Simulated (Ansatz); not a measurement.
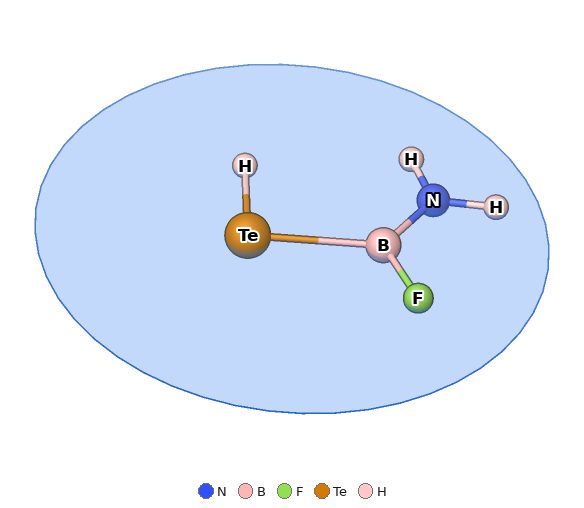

All proper rotation axes (lines) and mirror planes (discs) of the structure are drawn in. Atoms fade into the background with distance from the viewer. Computed geometry: PBE-D4/def2-SVP optimisation. No frequency run is at hand to confirm it as a minimum.

Q: Name the symmetry elements and the point group.

A: It has 1 mirror plane. Point group Cs. The group has 2 operations. The geometry is achiral, and symmetry allows a dipole moment.
